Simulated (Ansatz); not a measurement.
AlH4SO2Cl: several calculations on one system

Part 1: Relaxation

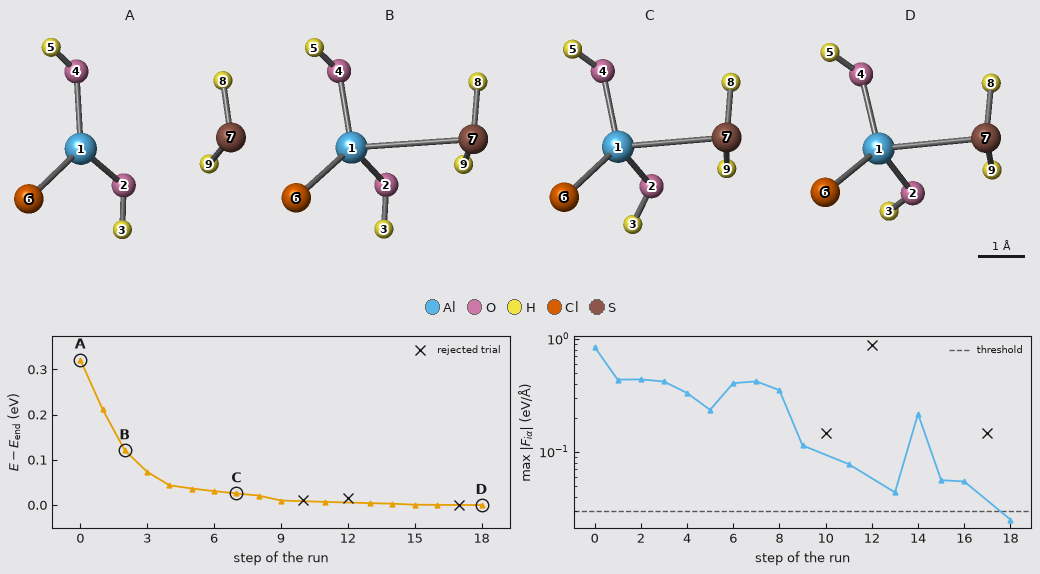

Frames of a relaxation of AlH₄SO₂Cl, marked on the history of the run. Style: ball-and-stick. Shown at a tilt.

The run prepares an end point of a later path (reaction) calculation, from a guessed geometry.

Method: RKS PBE/def2-SVP in Ansatz. (no spin polarisation; force threshold 0.03 eV/Å; at most 50 steps)

What happens along the run?

Answer. The energy falls by 0.322 eV in 15 accepted moves (18 points after the start). The largest force component goes from 0.85 to 0.025 eV/Å. The line search rejected the trial steps at points 10, 12, 17 of the run. H3 moves most after the best rigid fit: 0.71 Å. By element the largest moves are H 0.71 Å, S 0.55 Å, Cl 0.48 Å, Al 0.43 Å, O 0.32 Å. Among the contacts that change: Al1–S7 3.450 → 2.535 Å, Al1–Cl6 2.111 → 2.135 Å, Al1–O4 1.710 → 1.728 Å, Al1–O2 1.759 → 1.748 Å. New bonds form, among them: Al1–S7 (3.45 → 2.53 Å). Bond angles that change, for instance: O4–Al1–Cl6 123.8° → 118.4°, Al1–O2–H3 117.9° → 121.7°, O2–Al1–Cl6 121.3° → 118.9°. Groups turn about Al1–O2 by about 80°. Cost: 44 s on 2 threads of Arm Neoverse V1, on a shared host, peak memory 0.15 GiB. From step 0 to 2: S7 moves most (0.39 Å), energy −0.201 eV. From step 2 to 7: H3 moves most (0.34 Å), energy −0.095 eV. From step 7 to 18: H3 moves most (0.41 Å), energy −0.026 eV.

Limits of the set-up: the start holds two separate molecules, 2.2 Å apart at their closest, whose relative position is a soft coordinate and is computed without a dispersion correction.

Part 2: Relaxation

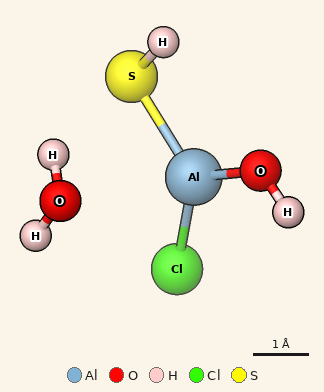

Starting structure of AlH₄SO₂Cl. A ball-and-stick model, seen face on.

The run prepares an end point of a later path (reaction) calculation, from a guessed geometry.

All numbers below come from RKS PBE/def2-SVP in Ansatz.

The input:
```yaml
crystal:
  periodic: [false, false, false]
  atoms:
    - { symbol: Al, position_ang: [0.096008, 0.646193, -0.254376] }
    - { symbol: O, position_ang: [-0.245267, -0.254026, 2.546656] }
    - { symbol: H, position_ang: [-1.195309, -0.486742, 2.532898] }
    - { symbol: O, position_ang: [1.638447, 0.056555, -0.697203] }
    - { symbol: H, position_ang: [1.763626, -0.808778, -1.120391] }
    - { symbol: Cl, position_ang: [-1.726161, -0.214535, -0.900814] }
    - { symbol: S, position_ang: [-0.01798, 2.628746, 0.79426] }
    - { symbol: H, position_ang: [1.341679, 2.611262, 0.934217] }
    - { symbol: H, position_ang: [-0.271242, 0.741527, 2.565752] }
basis:
  gaussian: { orbitals: def2-SVP }
hamiltonian:
  xc: pbe
relax:
  f_tol: 0.03
  max_steps: 50
output:
  orbitals: {}
```

Launched with:
```bash
ansatz run input.yaml --threads 2 --pin off --max-ram 3072MiB --backend cpu --events-out ev --progress --plain --runs-dir out
```

> Where does the relaxation end?

The energy falls by 15.6 kcal/mol in 9 geometry steps. The largest force component goes from 0.76 to 0.024 eV/Å. The largest move after the best rigid fit is that of O2, 0.53 Å. By element the largest moves are O 0.53 Å, H 0.46 Å, Al 0.44 Å, Cl 0.31 Å, S 0.08 Å. Some distances before and after: Al1–O2 2.962 → 2.007 Å, Al1–H9 2.846 → 2.345 Å, Al1–Cl6 2.116 → 2.149 Å, Al1–O4 1.710 → 1.719 Å. New bonds form, among them: Al1–O2 (2.96 → 2.01 Å). Bond angles that change, for instance: H3–O2–H9 102.3° → 106.6°, O4–Al1–S7 118.1° → 114.9°, O4–Al1–Cl6 123.9° → 121.3°. Cost: 24 s on 2 threads of Arm Neoverse V1, on a shared host, peak memory 0.15 GiB.

History of the run:

```tsv
step	E − E(0), kcal/mol	largest force component, eV/Å
0	0.00	0.7596
1	-4.05	0.9088
2	-10.03	1.1713
3	-13.28	1.1428
4	-15.04	0.3852
5	-15.35	0.1975
6	-15.48	0.0798
7	-15.52	0.0476
8	-15.54	0.0417
9	-15.56	0.0236
```

Final geometry:

```xyz
9

Al    0.0557    0.5355    0.1656
O    -0.2011   -0.1610    2.0305
H    -1.1047   -0.5413    2.0839
O     1.5785   -0.0154   -0.4115
H     1.6708   -0.7675   -1.0158
Cl   -1.7857   -0.2617   -0.6048
S     0.0233    2.6696    0.8495
H     1.3847    2.7421    0.8185
H    -0.2376    0.7199    2.4851
```

After the run, drawn alike:

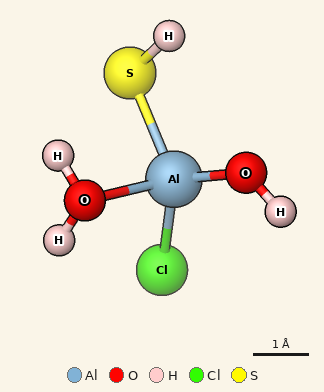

Limits of the set-up: the start holds two separate molecules, 2.6 Å apart at their closest, whose relative position is a soft coordinate and is computed without a dispersion correction.

Part 3: Path

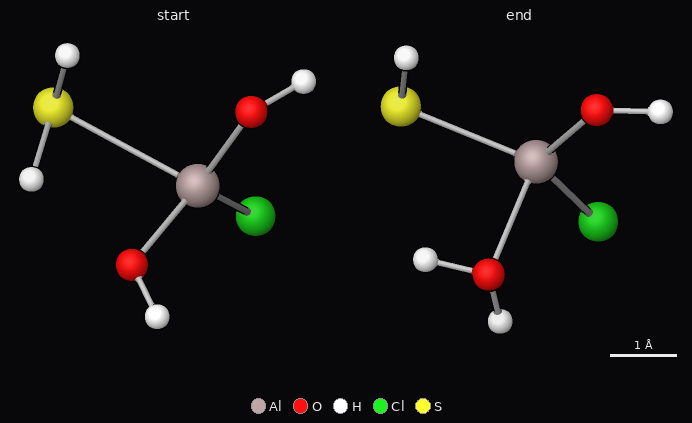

The two relaxed end points of a path for AlH4SO2Cl. The picture is a ball-and-stick view, seen face on.

The calculation used RKS PBE/def2-SVP in Ansatz.

Settings: 7 movable images; climbing image; force threshold 0.05 eV/Å; iteration limit 60.

Start:
```xyz
9

Al   -0.1203    0.1143    0.2816
O    -0.5706   -0.1984    1.9410
H    -0.7604   -1.0963    2.2576
O     1.5146   -0.2348   -0.1567
H     1.7467   -0.4007   -1.0837
Cl   -1.6218    0.0050   -1.2316
S     0.0386    2.5302    1.0314
H     1.3874    2.3871    1.1829
H    -0.2304    1.8137    2.1785
```

End:
```xyz
9

Al    0.1008    0.5531    0.1593
O    -0.3220   -0.1904    1.9753
H    -1.2340   -0.5525    1.9431
O     1.6553   -0.0137   -0.3074
H     1.7828   -0.7502   -0.9245
Cl   -1.6856   -0.1825   -0.7828
S     0.0527    2.6671    0.9019
H     1.4131    2.7113    0.9847
H    -0.3792    0.6780    2.4515
```

### Predict the minimum-energy path and its barrier.

The energy climbs by 1.4 kcal/mol to image 3 and then falls by 9.6 kcal/mol, so the end point sits at −8.2 kcal/mol. A hydrogen atom shifts from one atom to another. Breaking: S7–H9 (1.38 → 1.54 at the top → 2.56 Å). Forming: O2–H9 (2.05 → 1.42 at the top → 0.99 Å). The band converged in 14 iterations. The largest component of the band force went from 8.8 to 0.026 eV/Å. The climbing image converged on the top of the path. Its vibrational analysis gives one imaginary mode (467i cm⁻¹), as a transition state must have.

Energies of the converged images:

| image | path (Å) | E (kcal/mol) |
| --- | --- | --- |
| 0 | 0.00 | 0.0 |
| 1 | 0.33 | 0.2 |
| 2 | 0.65 | 0.6 |
| 3 | 0.98 | 1.4 |
| 4 | 1.31 | -2.9 |
| 5 | 1.65 | -7.1 |
| 6 | 1.98 | -8.1 |
| 7 | 2.31 | -8.2 |
| 8 | 2.64 | -8.2 |

The geometry at the top of the path:

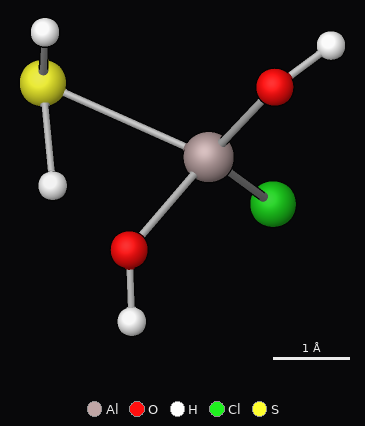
